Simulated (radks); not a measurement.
**Atomic calculation, with input and output: Mo²⁺**

- system: the Mo²⁺ ion in the configuration [Kr] 4d4.
- method: scalar-relativistic Kohn-Sham, LDA (Slater exchange, Perdew-Wang correlation), spin-unpolarised, spherical densities, point nucleus (the in-house radial solver radks)

### Input
```
Z 42
configuration [Kr] 4d4 5s0 5p0 4f0 5d0
relativity scalar-relativistic
functional lda,pw
spin unpolarised
nucleus point
c 137.035999084
```

Energies in input and log are in hartree, lengths in bohr.

Hardware: 1 thread of Arm Neoverse N1, 77 GiB of memory available, shared host.

Launched within a batch (the task file carries these settings):
```bash
python <driver script> task.json out
```

### The program's output
```
1s      1   2.0000        -728.14661497
2s      1   2.0000        -103.45544373
2p      1   6.0000         -92.62956615
3s      1   2.0000         -18.15775307
3p      1   6.0000         -14.61036335
3d      1  10.0000          -8.81934093
4s      1   2.0000          -3.04557731
4p      1   6.0000          -2.09099590
4d      1   4.0000          -0.77384538
5s      1   0.0000          -0.66142181
5p      1   0.0000          -0.47109078
4f      1   0.0000          -0.15353428
5d      1   0.0000          -0.23893356
Etot -4043.57853450274
Ekin 4168.113231578
Encl -9722.344044586463
Eh 1629.3474593293658
Exc -118.6951808236418
err 3.560452360339733e-09
it 14
```

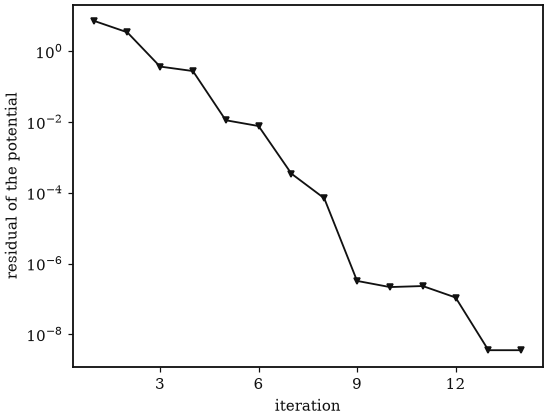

**Figure 1.** Convergence: residual of the potential against the iteration. The residual falls almost steadily, with no more than small rises or pauses. It goes from 7.2 to 3.6×10⁻⁹ in 14 steps.

### Orbitals

```
orbital  occupation  energy (eV)  ⟨r⟩ (bohr)  outer maximum (bohr)
     1s           2     −19813.9     0.03520                0.0229
     2s           2      −2815.2      0.1539                 0.130
     2p           6      −2520.6      0.1340                 0.104
     3s           2     −494.098      0.4297                 0.384
     3p           6     −397.568      0.4312                 0.377
     3d          10     −239.986      0.4155                 0.322
     4s           2      −82.874       1.102                 0.986
     4p           6      −56.899       1.226                  1.07
     4d           4      −21.057       1.728                  1.35
     5s           0      −17.998       2.899                  2.60
     5p           0      −12.819       3.461                  3.08
     5d           0       −6.502       5.294                  4.74
     4f           0       −4.178       6.408                  5.42
```

### Slater integrals of the outer shells (hartree)

| integral | value |
| --- | --- |
| F0(4d,4d) | 0.5250 |
| F2(4d,4d) | 0.2610 |
| F4(4d,4d) | 0.1695 |
| F0(4d,4p) | 0.6047 |
| F2(4d,4p) | 0.2896 |
| G1(4d,4p) | 0.3573 |
| G3(4d,4p) | 0.2168 |
| F0(4d,4s) | 0.6247 |
| G2(4d,4s) | 0.2524 |
| F0(4d,3d) | 0.7169 |
| F2(4d,3d) | 0.1222 |
| F4(4d,3d) | 0.0518 |
| G0(4d,3d) | 0.0389 |
| G2(4d,3d) | 0.0435 |
| G4(4d,3d) | 0.0327 |
| F0(4d,5s) | 0.3656 |
| G2(4d,5s) | 0.0815 |
| F0(4p,4p) | 0.7342 |
| F2(4p,4p) | 0.3848 |
| F0(4p,4s) | 0.7714 |

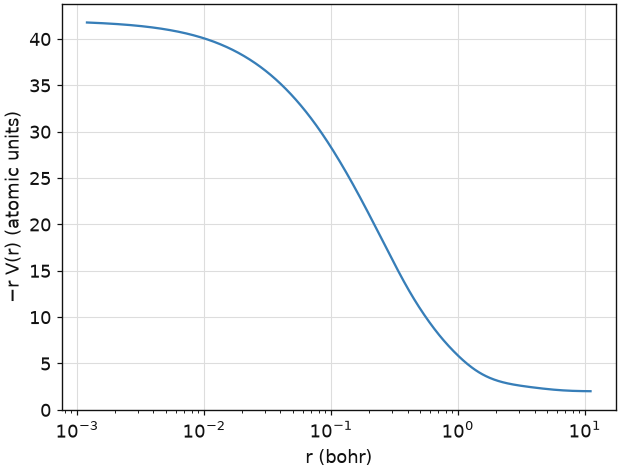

**Figure 2.** The screened charge −r V(r) of the Kohn-Sham potential. Close to the nucleus it reaches 41.8, near the nuclear charge 42. It falls through 22, midway between the nuclear and the ionic charge, at r = 0.18 bohr, and stands at 2.01 at the end of the plot (r = 11 bohr); the net charge is +2. The exact potential would level off one unit above the net charge.

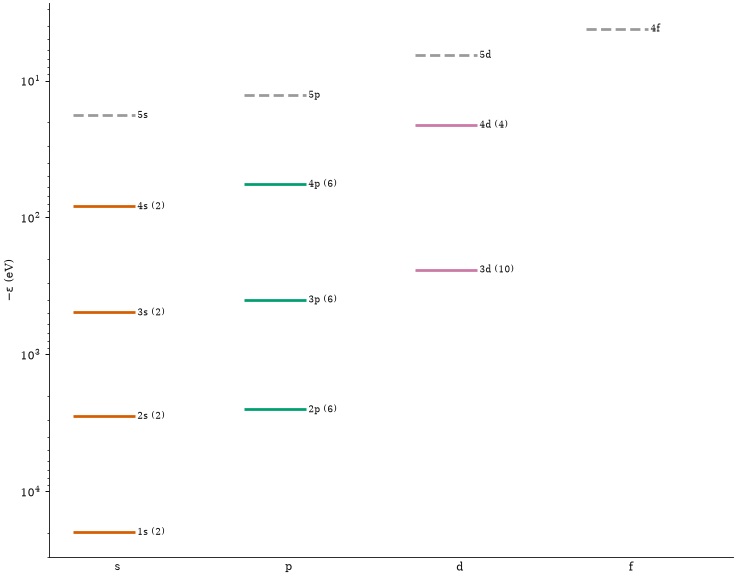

**Figure 3.** The occupied levels and a few empty ones, on a logarithmic scale of binding energy, are drawn by angular momentum (occupations in brackets, empty levels dashed). The highest occupied level is 4d at −21.1 eV. The highest 3 occupied levels, from the top down, are 4d (−21.1 eV), 4p (−56.9 eV), 4s (−82.9 eV). The lowest empty level drawn is 5s at −18.0 eV. The semi-empirical ionisation energy (NIST) is 27.1 eV; minus the highest level, 21.1 eV, lies 22 % below it, as is usual for a semilocal functional, whose potential decays too fast.

### Key numbers

```
                       quantity                value
                        outcome            converged
                   total energy   −4043.5785 hartree
                 kinetic energy    4168.1132 hartree
        electron–nucleus energy   −9722.3440 hartree
                 Hartree energy    1629.3475 hartree
    exchange–correlation energy  −118.695181 hartree
radius at density 0.001 e/bohr³            3.61 bohr
                 SCF iterations                   14
```
